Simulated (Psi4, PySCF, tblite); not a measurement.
Interaction energy of CH2O2 ··· O2S (SMILES O=CO and O=S=O), singlet. Monomers: optimised at B3LYP-D3(BJ) (def2-TZVP), held rigid. Orientation: lowest of the rigid-body minima from ten starts at GFN2-xTB. Only R, the distance of the centres of mass, is varied, so the lowest point isn't the relaxed dimer.

Geometry at R = 2.72 Å (first 5 atoms: monomer A):
```
8

O      0.7600    -0.6033    -0.0873
C     -0.3919     0.0874    -0.1321
O     -0.6366     1.0635     0.5156
H      1.3418    -0.1668     0.5574
H     -1.0734    -0.3808    -0.8535
O      1.2726     3.1838     0.7079
S      1.0109     2.1632     1.6875
O      1.8335     0.9830     1.6976
```

Methods: RKS-B3LYP/6-31G* = PySCF with restricted B3LYP/6-31G*, spherical d, no counterpoise correction; SCS-MP2/aug-cc-pVDZ = DF-SCS-MP2/aug-cc-pVDZ, frozen core, counterpoise-corrected in Psi4 1.11; RKS-BP86/6-31G* = PySCF with restricted BP86/6-31G*, spherical d, no counterpoise correction; PBE-D3(BJ)/def2-TZVP, counterpoise-corrected (Psi4); GFN2-xTB (tblite).

Interaction energies in kJ/mol (negative: bound); R is the distance of the centres of mass, d the H4···O8 distance.

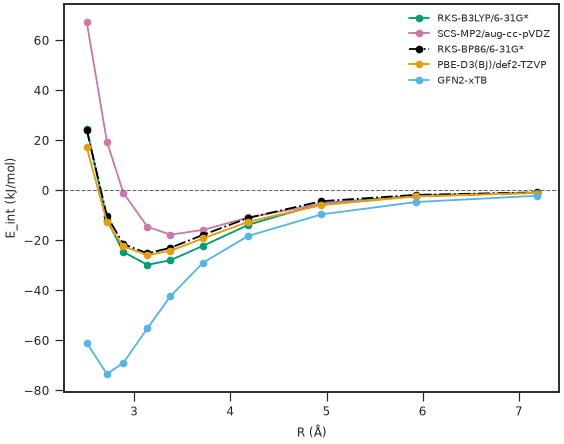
Figure. Interaction energy against separation.

```json
[
 {"R / Å": "2.51", "d / Å": "1.49", "RKS-B3LYP/6-31G*": "24.68", "SCS-MP2/aug-cc-pVDZ": "67.32", "RKS-BP86/6-31G*": "24.17", "PBE-D3(BJ)/def2-TZVP": "17.15", "GFN2-xTB": "-61.04"},
 {"R / Å": "2.72", "d / Å": "1.69", "RKS-B3LYP/6-31G*": "-11.80", "SCS-MP2/aug-cc-pVDZ": "19.43", "RKS-BP86/6-31G*": "-10.27", "PBE-D3(BJ)/def2-TZVP": "-12.78", "GFN2-xTB": "-73.50"},
 {"R / Å": "2.89", "d / Å": "1.86", "RKS-B3LYP/6-31G*": "-24.65", "SCS-MP2/aug-cc-pVDZ": "-1.02", "RKS-BP86/6-31G*": "-21.53", "PBE-D3(BJ)/def2-TZVP": "-22.44", "GFN2-xTB": "-69.03"},
 {"R / Å": "3.14", "d / Å": "2.10", "RKS-B3LYP/6-31G*": "-29.83", "SCS-MP2/aug-cc-pVDZ": "-14.57", "RKS-BP86/6-31G*": "-25.24", "PBE-D3(BJ)/def2-TZVP": "-25.94", "GFN2-xTB": "-55.29"},
 {"R / Å": "3.38", "d / Å": "2.33", "RKS-B3LYP/6-31G*": "-28.01", "SCS-MP2/aug-cc-pVDZ": "-17.78", "RKS-BP86/6-31G*": "-23.04", "PBE-D3(BJ)/def2-TZVP": "-24.18", "GFN2-xTB": "-42.37"},
 {"R / Å": "3.72", "d / Å": "2.67", "RKS-B3LYP/6-31G*": "-22.22", "SCS-MP2/aug-cc-pVDZ": "-15.88", "RKS-BP86/6-31G*": "-17.85", "PBE-D3(BJ)/def2-TZVP": "-19.23", "GFN2-xTB": "-28.94"},
 {"R / Å": "4.19", "d / Å": "3.13", "RKS-B3LYP/6-31G*": "-13.83", "SCS-MP2/aug-cc-pVDZ": "-10.88", "RKS-BP86/6-31G*": "-11.06", "PBE-D3(BJ)/def2-TZVP": "-12.61", "GFN2-xTB": "-18.25"},
 {"R / Å": "4.95", "d / Å": "3.89", "RKS-B3LYP/6-31G*": "-5.25", "SCS-MP2/aug-cc-pVDZ": "-5.41", "RKS-BP86/6-31G*": "-4.39", "PBE-D3(BJ)/def2-TZVP": "-5.95", "GFN2-xTB": "-9.67"},
 {"R / Å": "5.93", "d / Å": "4.86", "RKS-B3LYP/6-31G*": "-2.13", "SCS-MP2/aug-cc-pVDZ": "-2.44", "RKS-BP86/6-31G*": "-1.86", "PBE-D3(BJ)/def2-TZVP": "-2.47", "GFN2-xTB": "-4.73"},
 {"R / Å": "7.19", "d / Å": "6.12", "RKS-B3LYP/6-31G*": "-0.98", "SCS-MP2/aug-cc-pVDZ": "-1.07", "RKS-BP86/6-31G*": "-0.86", "PBE-D3(BJ)/def2-TZVP": "-1.06", "GFN2-xTB": "-2.21"}
]
```

Lowest grid point: RKS-B3LYP/6-31G* -29.83 kJ/mol at R = 3.14 Å; SCS-MP2/aug-cc-pVDZ -17.78 kJ/mol at R = 3.38 Å; RKS-BP86/6-31G* -25.24 kJ/mol at R = 3.14 Å; PBE-D3(BJ)/def2-TZVP -25.94 kJ/mol at R = 3.14 Å; GFN2-xTB -73.50 kJ/mol at R = 2.72 Å.
